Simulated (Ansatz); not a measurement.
# One shape, several levels: BSiNH2ClF (SMILES F[Si]1(Cl)BN1)

Wanted: a comparison of 6 runs (HF/STO-3G, HF/3-21G, B3LYP/6-31G*, wB97X/cc-pVDZ, MP2/cc-pVDZ, CCSD/cc-pVDZ) of BSiNH2ClF. 

The results are computed with Ansatz 0.2.0.

139 further runs of the same task are left out: 139 set aside as unsound or not needed.

## 1. The molecule

BSiNH2ClF: 7 atoms, total charge 0, spin state singlet. SMILES: `F[Si]1(Cl)BN1`. The N5–H7 distance was set to 1.517 Å, away from the relaxed value. At this shape a bond of the SMILES string is far longer than usual.

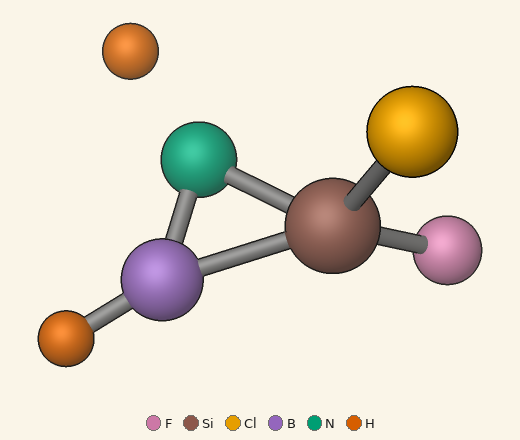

Viewed from a chosen angle; fluorine pink, silicon brown, chlorine amber, boron purple, nitrogen teal, hydrogen orange.

## 2. A single-point energy at HF/STO-3G (run 1)

Input file in.yaml:

```yaml
crystal:
  periodic: [false, false, false]
  atoms:
    - {symbol: F, position_ang: [-0.691914, -2.378660, 0.160768]}
    - {symbol: Si, position_ang: [-0.283314, -0.981960, 0.799068]}
    - {symbol: Cl, position_ang: [1.169086, -1.439760, 2.150668]}
    - {symbol: B, position_ang: [-1.051014, 0.707840, 0.410668]}
    - {symbol: "N", position_ang: [0.067786, 0.276040, -0.315732]}
    - {symbol: H, position_ang: [-1.734614, 1.677340, 0.404168]}
    - {symbol: H, position_ang: [0.906900, 0.874400, -1.428900]}
basis:
  gaussian:
    orbitals: STO-3G
hamiltonian:
  xc: hf
accuracy: high
output: {orbitals: {seedname: orbitals}}
```

The run is started by

```bash
$ ansatz run in.yaml --threads 1 --pin off --max-ram 2610MiB --events-out events.jsonl --progress --plain --runs-dir runs
```

Log:

```text
Warning: RAYON_NUM_THREADS=1 ignored (pool sized by the plan → 1); use --threads N
Functional definition: HF
  name "HF"
  exchange = exact_x
  correlation = 0
724 factors; integrals over basis functions are off by at most 5.6e-8 eV
mean field evaluation 1: about -24961.2693 eV, gradient 2.9e1 eV
mean field evaluation 2: about -24961.3510 eV, gradient 2.9e1 eV
mean field evaluation 4: about -24964.9832 eV, gradient 3.6e0 eV
mean field evaluation 8: about -24965.0463 eV, gradient 3.5e-4 eV
mean field -24965.04626752 eV, -917.4485284151 hartree, gradient 1.5e-8 eV, S^2 0.000000; 0 other end points of the search recorded, 0 dependent functions left out
reference -24965.04626752 eV, -917.4485284151 hartree; 27, 27 occupied and 8, 8 virtual orbitals, 724 factors
Total energy: -24965.04626752 eV, -917.4485284151 hartree
```

Wall time 0.4 s (1 thread of Arm Neoverse V1, shared host).

## 3. The energy at HF/3-21G (run 2)

Changes to in.yaml since step 2:

```diff
@@ -12,3 +12,3 @@
   gaussian:
-    orbitals: STO-3G
+    orbitals: 3-21G.json
 hamiltonian:
@@ -16,2 +16,3 @@
 accuracy: high
-output: {orbitals: {seedname: orbitals}}
+output:
+  orbitals: {seedname: orbitals}
```

The basis set 3-21G is read from a file made from the Basis Set Exchange's data (not shown).

The run is started by

```bash
$ ansatz run in.yaml --threads 1 --pin off --max-ram 2610MiB --events-out events.jsonl --progress --plain --runs-dir runs
```

Log:

```text
Warning: RAYON_NUM_THREADS=1 ignored (pool sized by the plan → 1); use --threads N
[... 4 set-up lines as earlier in the session ...]
1312 factors; integrals over basis functions are off by at most 7.8e-9 eV
mean field evaluation 1: about -25125.7362 eV, gradient 3.2e1 eV
mean field evaluation 2: about -25126.0552 eV, gradient 3.3e1 eV
mean field evaluation 4: about -25128.5329 eV, gradient 2.9e0 eV
mean field evaluation 8: about -25128.5850 eV, gradient 3.0e-1 eV
mean field evaluation 16: about -25128.5857 eV, gradient 2.7e-7 eV
mean field -25128.58574160 eV, -923.4584932368 hartree, gradient 2.0e-8 eV, S^2 0.000000; 0 other end points of the search recorded, 0 dependent functions left out
reference -25128.58574160 eV, -923.4584932368 hartree; 27, 27 occupied and 30, 30 virtual orbitals, 1312 factors
Total energy: -25128.58574160 eV, -923.4584932368 hartree
```

Run time: 0.96 s. Hardware: 1 thread of Arm Neoverse V1, shared host; peak memory 0.12 GiB.

Runs 3 to 4 aren't shown in full; the table further down has their settings and results.

## 4. The energy at MP2/cc-pVDZ (run 5)

Input file input.yaml:

```yaml
crystal:
  periodic: [false, false, false]
  atoms:
    - {symbol: F, position_ang: [-0.691914, -2.378660, 0.160768]}
    - {symbol: Si, position_ang: [-0.283314, -0.981960, 0.799068]}
    - {symbol: Cl, position_ang: [1.169086, -1.439760, 2.150668]}
    - {symbol: B, position_ang: [-1.051014, 0.707840, 0.410668]}
    - {symbol: "N", position_ang: [0.067786, 0.276040, -0.315732]}
    - {symbol: H, position_ang: [-1.734614, 1.677340, 0.404168]}
    - {symbol: H, position_ang: [0.906900, 0.874400, -1.428900]}
basis:
  gaussian:
    orbitals: cc-pVDZ
correlation:
  method: mp2
  frozen_orbitals: {B: 1, Cl: 5, F: 1, H: 0, "N": 1, Si: 5}
accuracy: high
```

The run is started by

```bash
$ ansatz run input.yaml --threads 1 --pin off --max-ram 2610MiB --events-out events.jsonl --progress --plain --runs-dir runs
```

Log:

```text
Warning: RAYON_NUM_THREADS=1 ignored (pool sized by the plan → 1); use --threads N
[... 4 set-up lines as earlier in the session ...]
1969 factors; integrals over basis functions are off by at most 3.6e-9 eV
mean field evaluation 1: about -25254.2340 eV, gradient 3.5e1 eV
mean field evaluation 2: about -25254.3410 eV, gradient 3.5e1 eV
mean field evaluation 4: about -25257.2618 eV, gradient 3.4e0 eV
mean field evaluation 8: about -25257.3200 eV, gradient 1.1e-1 eV
mean field -25257.32006475 eV, -928.1893923530 hartree, gradient 7.7e-8 eV, S^2 0.000000; 0 other end points of the search recorded, 0 dependent functions left out; unrestricted orbitals would lower it
mean field evaluation 16: about -25257.2367 eV, gradient 3.2e0 eV
13 core orbitals not correlated: weight in the atoms' cores, before any rotation towards them, 1.000 or more for the frozen orbitals, at most 0.000 for the correlated occupied ones
reference -25257.32006475 eV, -928.1893923530 hartree; 14, 14 occupied and 61, 61 virtual orbitals, 1969 factors
second order -18.26294624 eV of doubles, -0.00000000 eV of singles
Total energy: -25275.58301099 eV, -928.8605432482 hartree
```

Run time: 3.9 s. Hardware: 1 thread of Arm Neoverse V1, shared host; peak memory 0.25 GiB.

## 5. The energy at CCSD/cc-pVDZ (run 6)

Input file molecule.yaml:

```yaml
crystal:
  periodic: [false, false, false]
  atoms:
    - {symbol: F, position_ang: [-0.691914, -2.378660, 0.160768]}
    - {symbol: Si, position_ang: [-0.283314, -0.981960, 0.799068]}
    - {symbol: Cl, position_ang: [1.169086, -1.439760, 2.150668]}
    - {symbol: B, position_ang: [-1.051014, 0.707840, 0.410668]}
    - {symbol: N, position_ang: [0.067786, 0.276040, -0.315732]}
    - {symbol: H, position_ang: [-1.734614, 1.677340, 0.404168]}
    - {symbol: H, position_ang: [0.906900, 0.874400, -1.428900]}
basis:
  gaussian: {orbitals: cc-pVDZ}
correlation: {method: ccsd, frozen_orbitals: {B: 1, Cl: 5, F: 1, H: 0, "N": 1, Si: 5}}
accuracy: high
scf: {omitted_lower_state_checks: [cluster_reference, increment]}
```

The run is started by

```bash
$ ansatz run molecule.yaml --threads 1 --pin off --max-ram 2610MiB --events-out events.jsonl --progress --plain --runs-dir runs
```

Log, cut to the lines that bear on the results:

```text
Warning: RAYON_NUM_THREADS=1 ignored (pool sized by the plan → 1); use --threads N
[... 2 set-up lines as earlier in the session ...]
[...]
1969 factors; integrals over basis functions are off by at most 3.6e-9 eV
[...]
mean field -25257.32006475 eV, -928.1893923530 hartree, gradient 7.7e-8 eV, S^2 0.000000; 0 other end points of the search recorded, 0 dependent functions left out; unrestricted orbitals would lower it
13 core orbitals not correlated: weight in the atoms' cores, before any rotation towards them, 1.000 or more for the frozen orbitals, at most 0.000 for the correlated occupied ones
reference -25257.32006475 eV, -928.1893923530 hartree; 14, 14 occupied and 61, 61 virtual orbitals, 1969 factors
second order -18.26294624 eV of doubles, -0.00000000 eV of singles
cycle   1  -18.50037770 eV  change   -2.4e-1 eV  update   1.1e-1
[...]
cycle  24  -19.15267947 eV  change    1.2e-9 eV  update  9.9e-10
Total energy: -25276.47274422 eV, -928.8932403415 hartree
Checks for a lower state left out: cluster_reference, increment
```

Wall time 22 s (1 thread of Arm Neoverse V1, shared host); peak memory 0.47 GiB.

## 6. All runs side by side

```
run                               level  frozen core orbitals  energy (Eh)  HOMO energy (eV)  LUMO energy (eV)  HOMO–LUMO gap (eV)  wall time
  1                           HF/STO-3G                     –  -917.448528             -7.84              6.40               14.24      0.4 s
  2                            HF/3-21G                     –  -923.458493            -10.42              2.03               12.46     0.96 s
  3  B3LYP/6-31G* (spherical functions)                     –  -930.367654             -7.44             -2.05                5.39        9 s
  4                       wB97X/cc-pVDZ                     –  -930.320314             -9.75              0.23                9.98       33 s
  5                         MP2/cc-pVDZ                    13  -928.860543                 –                 –                   –      3.9 s
  6                        CCSD/cc-pVDZ                    13  -928.893240                 –                 –                   –       22 s
```

## 7. Summary of results

| quantity | value |
| --- | --- |
| run 6: total energy | -928.89324 Eh |
| run 6: correlation energy (13 core orbitals frozen) | -703.8 mEh |
| run 6: T1 diagnostic | 0.016 |

Over runs 1, 2, 3, 4 the HOMO–LUMO gap runs from 5.39 eV (B3LYP/6-31G*) to 14.24 eV (HF/STO-3G). The two ends differ in method and basis. Totals of different functionals can't be ranked against each other. In runs 5, 6 the log says that unrestricted orbitals would lower the reference, so the values rest on an unstable closed-shell determinant (other closed-shell runs at this shape may share the fault). In run 1 the basis is minimal, so the values are rough. All runs together took 70 s, the longest 33 s.
